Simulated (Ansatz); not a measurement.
# C2H10Al2O2: basis-set convergence

Aim: see how fast density functionals converge with the basis set for C2H10Al2O2.

Method: one geometry, several basis sets; program: Ansatz 0.2.0, Gaussian basis.

Plan: PBE0-D4/def2-SVP; ωB97M-V/def2-SVP; PBE0-D4/def2-QZVPP; ωB97M-V/def2-QZVPP; the functionals' def2-TZVPP values are taken from earlier runs.

## Step 1: Structure used throughout

The geometry comes from an earlier relaxation with PBE0-D4 in a triple-zeta def2 set; it is a stationary point, not always the lowest conformer.

SMILES `[CH3][Al@H-]1[OH+][Al@@H-]([CH3])[OH+]1`, 16 atoms, charge 0, spin multiplicity 1.

Atoms are counted from 1 here; the program's logs count them from 0.

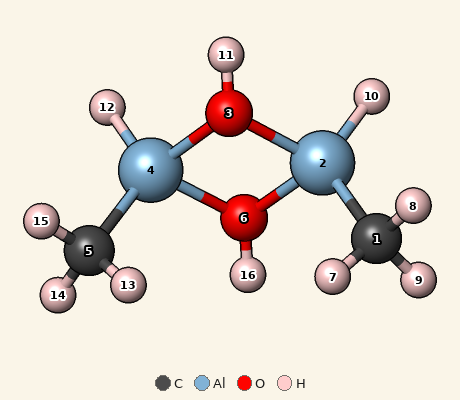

The geometry (carbon dark grey, aluminium light blue, oxygen red, hydrogen pink); atoms are numbered from 1 in the order of the file.

As a file:

```tsv
atom	x (Å)	y (Å)	z (Å)
C1	-1.3648	2.0439	-0.5740
Al2	-0.8172	0.9980	0.9786
O3	0.9891	0.5479	0.9900
Al4	0.8185	-1.2635	0.5960
C5	1.3702	-1.7375	-1.2138
O6	-0.9874	-0.8203	0.6270
H7	-0.9118	1.6806	-1.5019
H8	-1.0810	3.0958	-0.4654
H9	-2.4514	2.0302	-0.7124
H10	-1.2468	1.3828	2.4598
H11	1.5692	0.8491	1.6898
H12	1.2710	-2.0979	1.8710
H13	1.0330	-1.0078	-1.9567
H14	0.9813	-2.7162	-1.5155
H15	2.4603	-1.8009	-1.2937
H16	-1.6321	-1.1841	0.0212
```

## Step 2: PBE0-D4 in def2-SVP

in.yaml reads:

```yaml
crystal:
  periodic: [false, false, false]
  atoms:
    - {symbol: C, position_ang: [-1.364800, 2.043873, -0.574036]}
    - {symbol: Al, position_ang: [-0.817248, 0.997998, 0.978624]}
    - {symbol: O, position_ang: [0.989066, 0.547907, 0.989996]}
    - {symbol: Al, position_ang: [0.818491, -1.263513, 0.596039]}
    - {symbol: C, position_ang: [1.370155, -1.737542, -1.213755]}
    - {symbol: O, position_ang: [-0.987393, -0.820261, 0.627017]}
    - {symbol: H, position_ang: [-0.911829, 1.680622, -1.501899]}
    - {symbol: H, position_ang: [-1.081000, 3.095768, -0.465446]}
    - {symbol: H, position_ang: [-2.451412, 2.030190, -0.712402]}
    - {symbol: H, position_ang: [-1.246777, 1.382791, 2.459834]}
    - {symbol: H, position_ang: [1.569231, 0.849098, 1.689814]}
    - {symbol: H, position_ang: [1.271007, -2.097931, 1.870997]}
    - {symbol: H, position_ang: [1.033040, -1.007822, -1.956672]}
    - {symbol: H, position_ang: [0.981279, -2.716195, -1.515534]}
    - {symbol: H, position_ang: [2.460295, -1.800898, -1.293723]}
    - {symbol: H, position_ang: [-1.632104, -1.184105, 0.021157]}
basis:
  gaussian: {orbitals: def2-SVP}
hamiltonian: {xc: pbe0, dispersion: d4}
output: {orbitals: {seedname: orbitals}}
```

Run with:

```bash
ansatz run in.yaml --threads 4 --pin off --events-out ev --progress --plain --max-ram 11315MiB
```

What it wrote:

```text
Functional definition: PBE0
  name "PBE0"
  cite "Adamo & Barone, J. Chem. Phys. 110, 6158 (1999) doi:10.1063/1.478522"
  cite "Perdew, Burke & Ernzerhof, Phys. Rev. Lett. 77, 3865 (1996) doi:10.1103/PhysRevLett.77.3865"
  parent pbe
  parameter a = 0.25
  parameter kappa = 0.804
  parameter beta = 0.06672455060314922
  exchange = (1 - a)*pbe_x(kappa = kappa, mu = beta*pi^2/3) + a*exact_x
  correlation = pbe_c(beta = beta)
1634 factors; their error is unknown
mean field evaluation 1: about -19493.3302 eV, gradient 8.4e1 eV
mean field evaluation 2: about -19484.7354 eV, gradient 1.0e2 eV
mean field evaluation 4: about -19507.8250 eV, gradient 4.1e0 eV
mean field evaluation 8: about -19508.0608 eV, gradient 4.1e-2 eV
mean field -19508.06076330 eV, -716.9080100129 hartree, gradient 1.3e-5 eV, S^2 0.000000; 0 other end points of the search recorded, 0 dependent functions left out
reference -19508.06080083 eV, -716.9080113920 hartree; 32, 32 occupied and 110, 110 virtual orbitals, 1634 factors
Total energy: -19508.36048474 eV, -716.9190245724 hartree
```

Wall time 2 s (4 threads of Arm Neoverse V2, shared host).

## Step 3: ωB97M-V in def2-SVP

in.yaml, as its differences from that of step 2:

```diff
@@ -21,3 +21,3 @@
   gaussian: {orbitals: def2-SVP}
-hamiltonian: {xc: pbe0, dispersion: d4}
+hamiltonian: {xc: {name: wB97M-V}}
 output: {orbitals: {seedname: orbitals}}
```

Same command.

What it wrote (excerpt; [...] marks lines left out):

```text
Functional definition: wB97M-V
  name "wB97M-V"
  cite "Mardirossian & Head-Gordon, J. Chem. Phys. 144, 214110 (2016) doi:10.1063/1.4952647"
  cite "Becke, J. Chem. Phys. 107, 8554 (1997) doi:10.1063/1.475007"
  cite "Vydrov & Van Voorhis, J. Chem. Phys. 133, 244103 (2010) doi:10.1063/1.3521275"
  # Of w^i u^j: cxij and so on, Table III.
[...]
  gx(w, u) = 1 - cx + cx01*u + cx10*w
  gss(w, u) = css00 + css04*u^4 + css10*w + css20*w^2 + css43*w^4*u^3
  gos(w, u) = cos00 + cos10*w + (cos20 + cos21*u)*w^2 + (cos60 + cos61*u)*w^6
[...]
      + integral(e_c_pw_mod_opposite_spin*gos(b97_w_opposite, b97_u_opposite)) + vv10(b, c)
1596 factors; their error is unknown
434 factors; integrals over basis functions are off by at most 7.9e-6 eV
[...]
mean field -19517.72175729 eV, -717.2630449935 hartree, gradient 2.0e-5 eV, S^2 0.000000; 0 other end points of the search recorded, 0 dependent functions left out
reference -19517.72181814 eV, -717.2630472296 hartree; 32, 32 occupied and 110, 110 virtual orbitals, 1596 factors
Total energy: -19517.72181814 eV, -717.2630472296 hartree
```

Run time: 8.5 s. Hardware: 4 threads of Arm Neoverse V2, shared host.

## Step 4: PBE0-D4 in def2-QZVPP

in.yaml, as its differences from that of step 3:

```diff
@@ -20,4 +20,4 @@
 basis:
-  gaussian: {orbitals: def2-SVP}
-hamiltonian: {xc: {name: wB97M-V}}
+  gaussian: {orbitals: "def2-QZVPP.json"}
+hamiltonian: {xc: pbe0, dispersion: d4}
 output: {orbitals: {seedname: orbitals}}
```

Launched as before.

What it wrote:

```text
Functional definition: PBE0
  name "PBE0"
  cite "Adamo & Barone, J. Chem. Phys. 110, 6158 (1999) doi:10.1063/1.478522"
  cite "Perdew, Burke & Ernzerhof, Phys. Rev. Lett. 77, 3865 (1996) doi:10.1103/PhysRevLett.77.3865"
  parent pbe
  parameter a = 0.25
  parameter kappa = 0.804
  parameter beta = 0.06672455060314922
  exchange = (1 - a)*pbe_x(kappa = kappa, mu = beta*pi^2/3) + a*exact_x
  correlation = pbe_c(beta = beta)
2152 factors; their error is unknown
mean field evaluation 1: about -19500.9855 eV, gradient 1.0e2 eV
mean field evaluation 2: about -19484.3654 eV, gradient 1.3e2 eV
mean field evaluation 4: about -19520.8733 eV, gradient 7.3e0 eV
mean field evaluation 8: about -19520.9881 eV, gradient 3.6e-2 eV
mean field evaluation 16: about -19520.9976 eV, gradient 1.6e-5 eV
mean field -19520.99763551 eV, -717.3834312977 hartree, gradient 1.6e-5 eV, S^2 0.000000; 0 other end points of the search recorded, 0 dependent functions left out
reference -19520.99768975 eV, -717.3834332910 hartree; 32, 32 occupied and 636, 636 virtual orbitals, 2152 factors
Total energy: -19521.29737366 eV, -717.3944464714 hartree
```

Run time: 24 s. Hardware: 4 threads of Arm Neoverse V2, shared host; peak memory 3.2 GiB.

## Step 5: ωB97M-V in def2-QZVPP

in.yaml, as its differences from that of step 4:

```diff
@@ -21,3 +21,3 @@
   gaussian: {orbitals: "def2-QZVPP.json"}
-hamiltonian: {xc: pbe0, dispersion: d4}
+hamiltonian: {xc: {name: wB97M-V}}
 output: {orbitals: {seedname: orbitals}}
```

The command is unchanged.

What it wrote (excerpt; [...] marks lines left out):

```text
Functional definition: wB97M-V
  name "wB97M-V"
  cite "Mardirossian & Head-Gordon, J. Chem. Phys. 144, 214110 (2016) doi:10.1063/1.4952647"
  cite "Becke, J. Chem. Phys. 107, 8554 (1997) doi:10.1063/1.475007"
  cite "Vydrov & Van Voorhis, J. Chem. Phys. 133, 244103 (2010) doi:10.1063/1.3521275"
  # Of w^i u^j: cxij and so on, Table III.
[...]
  gx(w, u) = 1 - cx + cx01*u + cx10*w
  gss(w, u) = css00 + css04*u^4 + css10*w + css20*w^2 + css43*w^4*u^3
  gos(w, u) = cos00 + cos10*w + (cos20 + cos21*u)*w^2 + (cos60 + cos61*u)*w^6
[...]
      + integral(e_c_pw_mod_opposite_spin*gos(b97_w_opposite, b97_u_opposite)) + vv10(b, c)
2066 factors; their error is unknown
596 factors; integrals over basis functions are off by at most 7.5e-6 eV
[...]
mean field -19530.87493965 eV, -717.7464155298 hartree, gradient 1.3e-5 eV, S^2 0.000000; 0 other end points of the search recorded, 0 dependent functions left out
reference -19530.87502911 eV, -717.7464188171 hartree; 32, 32 occupied and 636, 636 virtual orbitals, 2066 factors
Total energy: -19530.87502911 eV, -717.7464188171 hartree
```

Wall time 46 s (4 threads of Arm Neoverse V2, shared host); peak memory 3.9 GiB.

## Step 6: Density functionals: the series

The def2-TZVPP values come from earlier runs at the same geometry.

```tsv
functional	basis	functions	energy (eV)	from the largest (eV)	HOMO (eV)	LUMO (eV)
PBE0-D4	def2-SVP	142	-19508.3605	12.937	-7.42	0.34
PBE0-D4	def2-TZVPP	348	-19520.4909	0.806	-7.48	-0.07
PBE0-D4	def2-QZVPP	668	-19521.2974	0.000	-7.49	-0.37
ωB97M-V	def2-SVP	142	-19517.7218	13.153	-9.63	1.95
ωB97M-V	def2-TZVPP	348	-19530.1091	0.766	-9.72	1.35
ωB97M-V	def2-QZVPP	668	-19530.8750	0.000	-9.73	0.62
```

## Step 7: Summary of results

| quantity | value |
| --- | --- |
| PBE0-D4: double and triple zeta above quadruple | 12.94, 0.81 eV |
| ωB97M-V: double and triple zeta above quadruple | 13.15, 0.77 eV |

What this shows: PBE0-D4 gains 12.13 eV from double to triple zeta, then 0.81 eV more. These are total energies; as a rule much of such shifts cancels in differences, which this series doesn't test. The LUMO of ωB97M-V is positive and keeps falling with the basis (1.95 to 0.62 eV): an unbound level that the basis holds in place.

For PBE0-D4 the largest set took about 11 times as long as the smallest (24 s against 2 s).
